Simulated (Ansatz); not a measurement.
**What KTaSe3 (model cell, started as cubic perovskite with Ta in the octahedra) distorts into**

Wanted: the energy along a soft mode of KTaSe3 (model cell, started as cubic perovskite with Ta in the octahedra) and the structure at the end.

Method: DFT LDA, scalar-relativistic, plane waves, PAW, in Ansatz 0.2.0.

The structure was built from a prototype and need not be the compound's stable phase.

**1. Starting point**

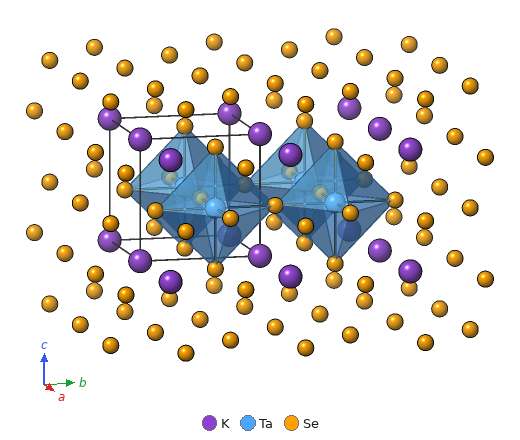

Start, viewed slightly off an axis; potassium purple, tantalum blue, selenium orange. 2×2×1 cells are drawn. Some periodic images of atoms are drawn too.

Coordinates:

```cif
data_structure
_symmetry_space_group_name_H-M 'P 1'
_symmetry_Int_Tables_number 1
_cell_length_a 4.9980
_cell_length_b 4.9980
_cell_length_c 4.9980
_cell_angle_alpha 90.000
_cell_angle_beta 90.000
_cell_angle_gamma 90.000
_cell_volume 124.85
loop_
_atom_site_label
_atom_site_type_symbol
_atom_site_fract_x
_atom_site_fract_y
_atom_site_fract_z
_atom_site_occupancy
K1 K 0.00000 0.00000 0.00000 1
Ta2 Ta 0.50000 0.50000 0.50000 1
Se3 Se 0.50000 0.50000 0.00000 1
Se4 Se 0.50000 0.00000 0.50000 1
Se5 Se 0.00000 0.50000 0.50000 1
```

**2. Response at finite wavevector**

The cell comes from relaxations at this level that are not shown. Stability and thermal properties need the whole zone. Linear response on a 2×2×2 q mesh gives force constants as far as a supercell of that size would.

input.yaml

```yaml
crystal:
  lattice:
    - [4.9979636076, 0.0, 0.0]
    - [0.0, 4.9979636076, 0.0]
    - [0.0, 0.0, 4.9979636076]
  atoms:
    - { symbol: K, position: [0.0, 0.0, 0.0] }
    - { symbol: Ta, position: [0.5, 0.5, 0.5] }
    - { symbol: Se, position: [0.5, 0.5, 0.0] }
    - { symbol: Se, position: [0.5, 0.0, 0.5] }
    - { symbol: Se, position: [0.0, 0.5, 0.5] }
kpoints:
  mp_grid: { grid: [6, 6, 6] }
hamiltonian:
  xc: lda
scf:
  occupations: { method: methfessel_paxton, width: 0.15 }
output:
  eigenvalues: true
phonons:
  method: dfpt
  qmesh: [2, 2, 2]
  temperatures: { t_max: 1000, t_step: 50 }
  qpath:
    path:
      - [[0.0, 0.0, 0.0], [0.0, 0.5, 0.0], [0.5, 0.5, 0.0], [0.0, 0.0, 0.0], [0.5, 0.5, 0.5], [0.0, 0.5, 0.0]]
      - [[0.5, 0.5, 0.5], [0.5, 0.5, 0.0]]
    npoints: 10
```

Run with:

```sh
> ansatz run input.yaml --threads 8 --pin off --max-ram 14336MiB --backend cpu --events-out ev --progress --plain --runs-dir out
```

Numbers of over 12 decimals in the logs are rounded to 6 here.

What it wrote:

```text
Engine: ansatz 0.2.0, x86_64-unknown-linux-gnu
Pseudopotentials: kind: paw
Pseudopotential: K, paw, valence charge 9, recommended cutoff 420 eV (normal), K.paw.azcp
Pseudopotential: Ta, paw, valence charge 13, recommended cutoff 420 eV (normal), Ta.paw.azcp
Pseudopotential: Se, paw, valence charge 16, recommended cutoff 420 eV (normal), Se.paw.azcp
Functional definition: SPW92
  exchange = slater_x
  correlation = pw_c
Crystal: 5 atoms, lattice volume = 124.847 Å³
Basis set: ecut = 420 eV, 2469 PW (Γ), exchange–correlation on 72×72×72 points (8 copies of the dense FFT grid, shifted against one another)
Bands: 42, of which v1, the nominal top of the filled ones, is band 35 counted from 1 (34 counted from 0)
Symmetry: 48 space group operations
k-points: 20 of 216
Non-local potential: K, projectors of the file, l = 0: 3, l = 1: 2, l = 2: 2
Non-local potential: Ta, projectors of the file, l = 0: 3, l = 1: 2, l = 2: 2, l = 3: 1
Non-local potential: Se, projectors of the file, l = 0: 2, l = 1: 2, l = 2: 3, l = 3: 1
PAW form: soft (Blöchl's): semilocal exchange-correlation on the pseudo side does not see the compensation charge
PAW frozen core: K, regenerated for the run's functional, and the local potential with it (the file was generated under x = pbe(κ = 0.804, μ = 0.219515), c = pbe(β = 0.066725))
PAW frozen core: Ta, regenerated for the run's functional, and the local potential with it (the file was generated under x = pbe(κ = 0.804, μ = 0.219515), c = pbe(β = 0.066725))
PAW frozen core: Se, regenerated for the run's functional, and the local potential with it (the file was generated under x = pbe(κ = 0.804, μ = 0.219515), c = pbe(β = 0.066725))
PAW one-centre angular grid: K, 110 points (default); XC on 64 Gauss nodes
PAW one-centre angular grid: Ta, 590 points (default); XC on 64 Gauss nodes
PAW one-centre angular grid: Se, 590 points (default); XC on 64 Gauss nodes
Initial density: superposition of atomic densities (neutral atoms: chi_scale 0, normalization atom), corrected by the library's trained network
Initial wavefunctions: pseudopotential atomic-orbital guess
Functional: x = slater, c = lda
SCF iter   1: F=—  HF=-27332.562215 eV  |F-HF|=—  |Δ(HF+E_count)|=         —  Δρ=5.05e-3  dr2=2.08e-2  ethr=1.77e-3  ⟨swp⟩=6.8  Hψ=3140  notcnv=0
preconditioner: auto → Resta (q_TF=auto, 2.477 Å⁻¹)  ε∞=4.2  [insulator: Δε(μ)=0.262 eV  Ē_g=10.137 eV  σ=0.150 eV  W_gap=0.79  n_scr=26 (ndim 8)  ℏωp=18.2 eV  f_vac=0.050  D(μ)=0.60/eV (n_scr^D=0)  ε∞_Penn≈4.2]
SCF iter   2: F=—  HF=-27332.559731 eV  |F-HF|=—  |Δ(HF+E_count)|=   2.48e-3  S|Δr|=    0.00e0  Δρ=2.76e-3  dr2=4.77e-3  ethr=2.98e-5  ⟨swp⟩=2.7  Hψ=1551  notcnv=0
SCF iter   3: F=—  HF=-27332.559103 eV  |F-HF|=—  |Δ(HF+E_count)|=   6.28e-4  S|Δr|=    0.00e0  Δρ=1.07e-3  dr2=1.31e-3  ethr=6.81e-6  ⟨swp⟩=2.5  Hψ=1453  notcnv=0
SCF iter   4: F=—  HF=-27332.558945 eV  |F-HF|=—  |Δ(HF+E_count)|=   1.58e-4  S|Δr|=    0.00e0  Δρ=1.75e-4  dr2=7.94e-5  ethr=1.87e-6  ⟨swp⟩=2.0  Hψ=883  notcnv=0
SCF iter   5: F=—  HF=-27332.558944 eV  |F-HF|=—  |Δ(HF+E_count)|=   7.10e-7  S|Δr|=    0.00e0  Δρ=4.66e-5  dr2=4.52e-6  ethr=1.13e-7  ⟨swp⟩=2.0  Hψ=1005  notcnv=0
SCF iter   6: F=—  HF=-27332.558944 eV  |F-HF|=—  |Δ(HF+E_count)|=   3.84e-9  S|Δr|=    0.00e0  Δρ=1.64e-5  dr2=4.40e-7  ethr=6.45e-9  ⟨swp⟩=2.0  Hψ=1481  notcnv=0
SCF iter   7: F=—  HF=-27332.558944 eV  |F-HF|=—  |Δ(HF+E_count)|=   1.60e-7  S|Δr|=    0.00e0  Δρ=5.47e-6  dr2=4.53e-8  ethr=6.28e-10  ⟨swp⟩=2.0  Hψ=1480  notcnv=0
SCF iter   8: F=—  HF=-27332.558944 eV  |F-HF|=—  |Δ(HF+E_count)|=   2.53e-8  S|Δr|=    0.00e0  Δρ=1.50e-6  dr2=2.22e-9  ethr=6.47e-11  ⟨swp⟩=2.0  Hψ=1480  notcnv=0
SCF iter   9: F=—  HF=-27332.558944 eV  |F-HF|=—  |Δ(HF+E_count)|=  1.46e-11  S|Δr|=    0.00e0  Δρ=1.80e-7  dr2=4.18e-11  ethr=3.18e-12  ⟨swp⟩=2.0  Hψ=1056  notcnv=0
SCF iter  10: F=-27332.558944 eV  HF=-27332.558944 eV  |F-HF|=7.28e-12  |Δ(HF+E_count)|=  3.64e-12  S|Δr|=    0.00e0  Δρ=3.77e-8  dr2=2.28e-12  ethr=1.00e-12  ⟨swp⟩=8.7  Hψ=4204  notcnv=0
SCF 1 converged in 10 iterations: F = -27332.558944 eV  dr2 = 2.28e-12
  greatest PAW one-centre occupation: 1.000 electrons in one spin orbital (limit 2), on the Ta atom at site 1 (counted from 0), in its partial waves of l = 0
Initial density: read from a saved state, or passed on in memory by an earlier SCF of this step, an earlier step, the calling program or the single point that the run made first
iter 1 solved again at ethr=1.97e-7 eV; its pass at ethr=3.10e-3 eV (dr2=1.38e-4 eV) is discarded
SCF iter   1: F=—  HF=-27332.558944 eV  |F-HF|=—  |Δ(HF+E_count)|=         —  Δρ=5.26e-7  dr2=1.59e-10  ethr=1.97e-7  ⟨swp⟩=3.0  Hψ=5127  notcnv=0
eigensolver tolerance schedule: the retry pair's looser diagonalisation over-reported the residual by 865483.62 of it (diagonalisation noise at an unbounded share of the residual, at the tolerance the schedule requests for it); recorded, not acted on — ethr = c·dr2/N_el stays at c = 1.0e-1
preconditioner: auto → Resta (q_TF=auto, 2.477 Å⁻¹)  ε∞=4.2  [insulator: Δε(μ)=0.261 eV  Ē_g=10.169 eV  σ=0.150 eV  W_gap=0.79  n_scr=26 (ndim 8)  ℏωp=18.2 eV  f_vac=0.043  D(μ)=0.38/eV (n_scr^D=0)  ε∞_Penn≈4.2]
SCF iter   2: F=—  HF=-27332.558944 eV  |F-HF|=—  |Δ(HF+E_count)|=   6.24e-7  S|Δr|=    0.00e0  Δρ=2.61e-7  dr2=7.79e-11  ethr=1.00e-12  ⟨swp⟩=3.7  Hψ=2306  notcnv=0
SCF iter   3: F=—  HF=-27332.558944 eV  |F-HF|=—  |Δ(HF+E_count)|=  3.64e-11  S|Δr|=    0.00e0  Δρ=1.68e-7  dr2=1.80e-11  ethr=1.00e-12  ⟨swp⟩=1.0  Hψ=840  notcnv=0
SCF iter   4: F=-27332.558944 eV  HF=-27332.558944 eV  |F-HF|=0.00e0  |Δ(HF+E_count)|=  1.46e-11  S|Δr|=    0.00e0  Δρ=1.15e-7  dr2=7.69e-12  ethr=1.00e-12  ⟨swp⟩=4.3  Hψ=2164  notcnv=0
SCF 2 converged in 4 iterations: F = -27332.558944 eV  dr2 = 7.69e-12
phonons: the bands overlap, so this run is a metal and interpolates without the dipole-dipole term. If the crystal is really an insulator or semiconductor, its LO-TO splitting is missing
NSCF: frozen V_eff on 20 k-points
NSCF: frozen V_eff on 64 k-points
DFPT response loops at q = (0, 0, 0) (fractional): preconditioner auto → Kerker (q_TF=auto, 2.477 Å⁻¹) (partly filled bands, converged f_vac=0.043); β = 1.00, the filter's whole step (`scf.mixing.beta` (0.50) is not read by the response loops under this deck's `scf.mixing.preconditioner`; to damp them name `kerker` or `kerker_dos`, under which they read `scf.mixing.beta`, and type it under 1.00, their step now; both keys bind the ground state too); Broyden in place of MSR1
NSCF: frozen V_eff on 128 k-points
DFPT response loops at q = (0, 0, -0.5) (fractional): mixed as the last ones told, above
NSCF: frozen V_eff on 128 k-points
DFPT response loops at q = (0, -0.5, -0.5) (fractional): mixed as the last ones told, above
NSCF: frozen V_eff on 128 k-points
DFPT response loops at q = (-0.5, -0.5, -0.5) (fractional): mixed as the last ones told, above
SCF converged after 10 iterations
Stability not checked: this state was not tested for a lower state beside it, because cold or Methfessel-Paxton smearing, or corrected tetrahedra, fill the levels in a way that the test cannot read (fill_not_monotonic; see scf.lower_state_search)
Free energy (F): -27332.558944 eV
Harris-Foulkes:  -27332.558944 eV  (|F-HF|=7.28e-12)
Internal energy: -27332.566351 eV  (E = F + TS)
E sigma→0 (E₀):  -27332.560796 eV
Entropy (-TS):   0.007407 eV (1.481 meV/atom)
Fermi energy:    8.672693 eV
Step filling:    the computed levels leave a gap of 0.2614 eV = 1.7 smearing widths at the electron count; against every level under it full and every level over it empty, smearing changes F+E_penalty+E_count by +2.297 meV and its σ→0 estimate by +0.446 meV
--- Per-component energies (eV) ---
  E_band       = -1449.912990
  E_kinetic    = 981.061621
  E_local      = -9345.309341  (includes V_loc(G=0)·N_el)
  E_nonlocal   = -1734.219997
  E_hartree    = 4409.565603
  E_xc         = -662.431293
  E_vxc        = -665.447392  (∫ρ·V_xc dr)
  E_paw        = -14370.799592  (= ΣΔE_a)
  E_vpaw       = 494.872686  (= ΣTr[D̂ρ^β])
  E_aug_tail   = -0.001753  (compensation charges beyond the density's cutoff)
  E_ewald      = -6617.600089
  E_core_change = 7.168490  (= ΣΔE_core)
  E_smearing   = 0.007407  (= −TS)
  E_closure    = 0.000000  (closes the sum)
  Σ components = -27332.558944   (vs F -27332.558944, Δ=0.00e0)
--- Band table (eV; the first three rows and the last of 20) ---
  k-point 0: bands = [... 31 lower, 7.2668, 7.6512, 7.6512, 7.6512, 8.0658, 8.0658, 8.0658, 10.0396, ... 3 higher]
  k-point 1: bands = [... 31 lower, 7.0806, 7.0862, 7.6671, 7.7633, 7.7633, 8.8881, 8.8881, 10.0618, ... 3 higher]
  k-point 2: bands = [... 31 lower, 6.1165, 6.7761, 7.6995, 7.7402, 7.7402, 10.0069, 10.0069, 10.0909, ... 3 higher]
  k-point 19: bands = [... 31 lower, 3.9312, 8.7874, 8.7874, 8.7874, 10.7385, 10.7385, 10.7385, 11.8414, ... 3 higher]
--- Phonons (Γ-DFPT): 4 representative perturbations + reference (Σ response iterations 12) ---
  ASR residual: 2.409e-5 → 0.000e0 eV/Å²; symmetrization residual: 1.069e-5 eV/Å²
  ASR residual per site (eV/Å²): 1.53e-5 2.41e-5 8.40e-6 8.40e-6 8.40e-6
  Γ frequencies (cm⁻¹): 0.00 0.00 0.00 51.99 51.99 51.99 70.82 70.82 70.82 81.24 81.24 81.24 232.28 232.28 232.28
--- Phonons (arbitrary-q DFPT): 4 irreducible q on the 2×2×2 mesh ---
  q = [0.0000, 0.0000, 0.0000] (star 1, of the zone-centre solve; hermiticity 1.68e-6, symmetrization 8.17e-12): 0.00 0.00 0.00 51.99 51.99 51.99 70.82 70.82 70.82 81.24 81.24 81.24 232.28 232.28 232.28
  q = [0.0000, 0.0000, -0.5000] (star 3, 9 solved perturbations in 504 linear systems a pass and spin channel, the states on 64 of 216 k-point pairs; hermiticity 8.60e-7, symmetrization 1.17e-12): 14.41 14.41 66.58 66.58 66.67 66.67 82.07 83.65 93.70 95.19 95.19 152.82 230.56 230.56 270.09
  q = [0.0000, -0.5000, -0.5000] (star 3, 9 solved perturbations in 504 linear systems a pass and spin channel, the states on 64 of 216 k-point pairs; hermiticity 1.10e-6, symmetrization 9.88e-13): -49.12 -20.12 66.15 66.15 71.07 91.97 91.97 94.31 94.31 129.34 154.73 154.73 158.36 229.17 287.69
  q = [-0.5000, -0.5000, -0.5000] (star 1, 4 solved perturbations in 184 linear systems a pass and spin channel, the states on 64 of 216 k-point pairs; hermiticity 8.33e-8, symmetrization 3.05e-12): -50.89 -50.89 -50.89 70.91 70.91 70.91 96.06 96.06 130.28 130.28 130.28 155.98 155.98 155.98 303.59
  sum rule: each row above includes the acoustic sum rule's correction from the zone centre's row sums; it moved no ω² by more than (0.33 cm⁻¹)²
  mesh force constants: q→R imaginary residual 2.11e-18; ASR residual 2.409e-5 → 0.000e0 eV/Å²; symmetrization residual 1.599e-14 eV/Å²
  interpolated dispersion: 62 rows × 15 modes
  density of states and harmonic sums: on the 14×14×14 q-mesh, interpolated from the force constants of a 2×2×2 supercell (no non-analytic term)
  largest difference from the sums on the solved wave vectors: F 2.52e-1 eV, S 3.43e-4 and C_V 9.11e-5 eV/K
  zero-point energy: 0.101950 eV/cell   skipped modes (ω ≤ 0): 74, of them read as no rigid motion or as one in doubt: 71 (4.450e-1 modes/cell left out, lowest -50.89 cm⁻¹)   left out of the sums: 2.97e-2 of the cell's modes: C_V's classical limit lies that fraction below 3 k_B per atom; for a crystal, a wire or a layer, F and S can be off by more, and a phonons.interpolated_qmesh denser along its periods is the remedy for the sampling
```

Elapsed: 4.4 min, on 8 threads of Intel Xeon Platinum 8375C at 2.90GHz (Ice Lake), shared host; peak memory 1.4 GiB; 20 min of CPU time.

Numbers from this step:

| Quantity | Value |
| --- | --- |
| volume per atom | 24.97 Å³ |
| gap on the k-mesh | 0 eV |
| sum-rule residual before enforcement | 2.41e-5 eV/Å² |
| lowest frequency on the path | -50.89 cm⁻¹ |
| point group | m-3m |
| highest frequency on the path or at a solved wavevector | 303.6 cm⁻¹ |
| highest optical mode at the zone centre (no LO-TO term) | 232.3 cm⁻¹ |
| lowest optical zone-centre mode | 51.99 cm⁻¹ |
| lowest mode on the q mesh (acoustic modes at Γ apart) | -50.89 cm⁻¹ |

Frequencies (cm⁻¹) solved at each irreducible wavevector; negative means imaginary. Frequencies by wavevector, by row:

| q in reciprocal lattice units | star | mode 1 | mode 2 | mode 3 | mode 4 | mode 13 | mode 14 | mode 15 |
| --- | --- | --- | --- | --- | --- | --- | --- | --- |
| 0 0 0 | 1 | 0 | 0 | 0 | 52 | 232.3 | 232.3 | 232.3 |
| 0 0 -0.5 | 3 | 14.4 | 14.4 | 66.6 | 66.6 | 230.6 | 230.6 | 270.1 |
| 0 -0.5 -0.5 | 3 | -49.1 | -20.1 | 66.2 | 66.2 | 158.4 | 229.2 | 287.7 |
| -0.5 -0.5 -0.5 | 1 | -50.9 | -50.9 | -50.9 | 70.9 | 156 | 156 | 303.6 |

Interpolated from a 2×2×2 q mesh. Phonon branches along the path, in cm⁻¹:

| point | branch 1 | branch 2 | branch 3 | branch 4 | branch 12 | branch 13 | branch 14 | branch 15 |
| --- | --- | --- | --- | --- | --- | --- | --- | --- |
| Γ | 0 | 0 | 0 | 52 | 81 | 232 | 232 | 232 |
| X | 14 | 14 | 67 | 67 | 153 | 231 | 231 | 270 |
| M | -49 | -20 | 66 | 66 | 155 | 158 | 229 | 288 |
| Γ | 0 | 0 | 0 | 52 | 81 | 232 | 232 | 232 |
| R | -51 | -51 | -51 | 71 | 156 | 156 | 156 | 304 |
| X | 14 | 14 | 67 | 67 | 153 | 231 | 231 | 270 |
| jump to R | -51 | -51 | -51 | 71 | 156 | 156 | 156 | 304 |
| M | -49 | -20 | 66 | 66 | 155 | 158 | 229 | 288 |

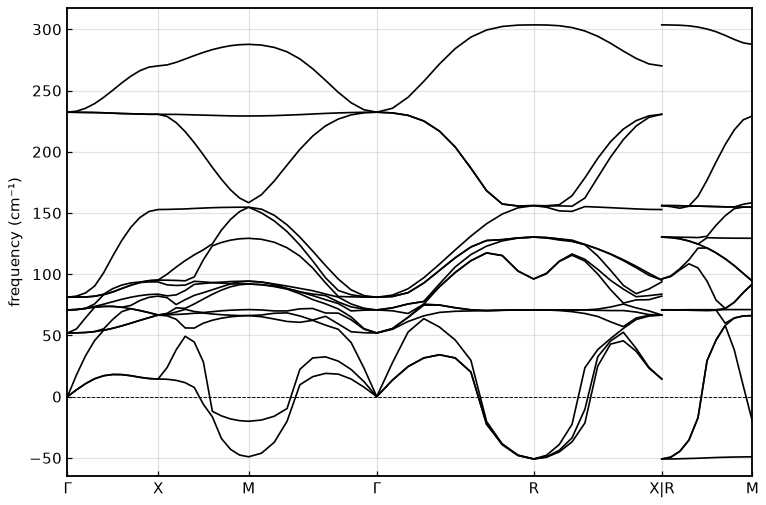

Phonon branches along the path.

Symmetry leaves 4 wavevectors to solve. The lowest mode among them, the acoustic zeros apart, lies at q = (-0.5, -0.5, -0.5) and is imaginary, 50.9i cm⁻¹, so the energy falls along it.

**3. The mode frozen in, largest atomic shift 0 Å**

The mode followed lies at q = (0, -0.5, -0.5) with frequency 49.1i cm⁻¹, one of the unstable modes though not the softest. At small amplitude the distorted cell has space group no. 127 by a symmetry search on the positions. The undistorted cell that holds it gives the zero of energy on the same k mesh.

System of this step: KTaSe3 (model cell, started as cubic perovskite with Ta in the octahedra). The structure is cubic, space group Pm-3m (No. 221). Conventional cell: a = 4.998 Å, b = 4.998 Å, c = 4.998 Å, α = 90.00°, β = 90.00°, γ = 90.00°. Nearest to K lie 12 Se at 3.53 Å. Nearest to Ta lie 6 Se at 2.50 Å. Nearest to Se lie 2 Ta at 2.50 Å and 4 K at 3.53 Å. Nearest to Se lie 2 Ta at 2.50 Å and 4 K at 3.53 Å. Farther neighbours and most contacts between anions are not listed.

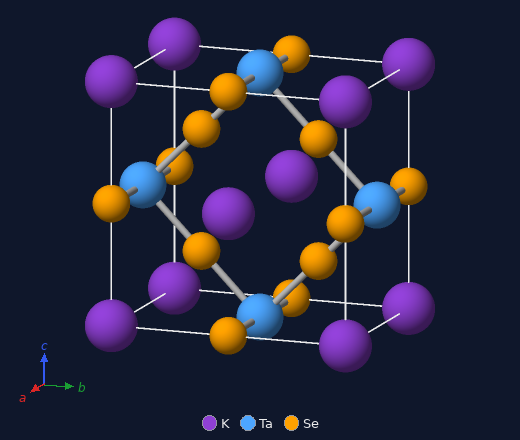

The cell of this step (potassium purple, tantalum blue, selenium orange). Some periodic images of atoms are drawn too.

input.yaml

```yaml
crystal:
  lattice:
    - [-4.9979636076, 0.0, 0.0]
    - [0.0, -4.9979636076, -4.9979636076]
    - [0.0, -4.9979636076, 4.9979636076]
  atoms:
    - { symbol: K, position: [0.0, 1.0, 0.0] }
    - { symbol: K, position: [0.0, 0.5, 0.5] }
    - { symbol: Ta, position: [0.5, 0.0, 0.5] }
    - { symbol: Ta, position: [0.5, 0.5, 0.0] }
    - { symbol: Se, position: [0.5, 0.75, 0.75] }
    - { symbol: Se, position: [0.5, 0.25, 0.25] }
    - { symbol: Se, position: [0.5, 0.25, 0.75] }
    - { symbol: Se, position: [0.5, 0.75, 0.25] }
    - { symbol: Se, position: [0.0, 0.0, 0.5] }
    - { symbol: Se, position: [0.0, 0.5, 0.0] }
kpoints:
  mp_grid: { grid: [6, 4, 4] }
hamiltonian:
  xc: lda
scf:
  occupations: { method: methfessel_paxton, width: 0.15 }
output:
  forces: true
  stress: true
  eigenvalues: true
```

What it wrote:

```text
[...]
Crystal: 10 atoms, lattice volume = 249.695 Å³
Basis set: ecut = 420 eV, 4933 PW (Γ)
Bands: 84, of which v1, the nominal top of the filled ones, is band 70 counted from 1 (69 counted from 0)
Symmetry: 32 space group operations
[...]
k-points: 24 of 96
[...]
k-point 0: bands = [... 66 lower, 7.6671, 7.6686, 7.6686, 8.0634, 8.0668, 8.0668, 8.7230, 10.0579, ... 10 higher]
  k-point 1: bands = [... 66 lower, 7.2557, 7.2653, 7.5530, 8.3577, 8.5150, 8.6610, 8.6878, 10.1826, ... 10 higher]
  k-point 2: bands = [... 66 lower, 6.8043, 6.8043, 7.7368, 7.7368, 9.4655, 9.4655, 9.4918, 9.4918, ... 10 higher]
  k-point 23: bands = [... 66 lower, 6.4264, 6.4264, 8.7133, 8.7133, 10.4909, 10.4909, 10.4949, 10.4949, ... 10 higher]
[key lines of the parts left out:]
SCF converged after 6 iterations
Free energy (F): -54665.073064 eV
Fermi energy:    8.548862 eV
P = ⅓ Tr σ = 0.0311 GPa (0.311 kbar)
```

Wall time 5.5 s (8 threads); peak memory 1.3 GiB.

This step gave:

```
pressure                         : 0.03107 GPa
energy from the undistorted cell : 0 meV/atom
```

The run ends at a pressure of 0.03 GPa.

**4. The mode frozen in, largest atomic shift 0.45 Å**

The atoms are moved along the unstable eigenvector, the largest shift by 0.45 Å, with the cell fixed.

input.yaml, the sections that differ from step 3:

```yaml
crystal:
  lattice:
    - [-4.9979636076, 0.0, 0.0]
    - [0.0, -4.9979636076, -4.9979636076]
    - [0.0, -4.9979636076, 4.9979636076]
  atoms:
    - { symbol: K, position: [0.0, 1.0, 0.0] }
    - { symbol: K, position: [0.0, 0.5, 0.5] }
    - { symbol: Ta, position: [0.5, 0.0, 0.5] }
    - { symbol: Ta, position: [0.5, 0.5, 0.0] }
    - { symbol: Se, position: [0.5, 0.704981665, 0.704981665] }
    - { symbol: Se, position: [0.5, 0.295018335, 0.295018335] }
    - { symbol: Se, position: [0.5, 0.204981665, 0.795018335] }
    - { symbol: Se, position: [0.5, 0.795018335, 0.204981665] }
    - { symbol: Se, position: [0.0, 0.0, 0.5] }
    - { symbol: Se, position: [0.0, 0.5, 0.0] }
# kpoints, hamiltonian, scf, output: as in step 3
```

What it wrote:

```text
[...]
Crystal: 10 atoms, lattice volume = 249.695 Å³
Basis set: ecut = 420 eV, 4933 PW (Γ)
Bands: 84, of which v1, the nominal top of the filled ones, is band 70 counted from 1 (69 counted from 0)
Symmetry: 16 space group operations
[...]
k-points: 24 of 96
[...]
k-point 0: bands = [... 66 lower, 7.5844, 7.6577, 7.6577, 7.8312, 7.9499, 8.0831, 8.0831, 9.4648, ... 7 higher]
  k-point 1: bands = [... 66 lower, 7.1215, 7.2067, 7.6343, 7.8850, 8.4238, 8.5540, 8.7851, 9.9439, ... 7 higher]
  k-point 2: bands = [... 66 lower, 6.7352, 6.7352, 7.7125, 7.7125, 9.2657, 9.2657, 9.3517, 9.3517, ... 7 higher]
  k-point 23: bands = [... 66 lower, 6.4979, 6.4979, 8.4965, 8.4965, 9.6100, 9.6100, 10.4484, 10.4484, ... 7 higher]
[key lines of the parts left out:]
SCF converged after 8 iterations
Free energy (F): -54665.242940 eV
Fermi energy:    8.350250 eV
P = ⅓ Tr σ = -1.3657 GPa (-13.657 kbar)
```

Elapsed: 6.7 s, on 8 threads; peak memory 1.3 GiB.

This step gave:

| Quantity | Value |
| --- | --- |
| pressure | -1.366 GPa |
| energy from the undistorted cell | -16.96 meV/atom |

The energy, extrapolated to zero smearing, is -16.96 meV/atom against the undistorted cell.

The run ends at a pressure of -1.37 GPa, with forces up to 0.034 eV/Å.

[end of part 1 of 3]

[Logs are printed without paths, hosts, clocks, repeated set-up lines and the standing remarks that a program may print on its own settings, such as how far it seeks lower states.]

[Hosts, paths, dates, database ids (printed as entryN), source tags and the programs' standing remarks are cut or masked in the printed files.]
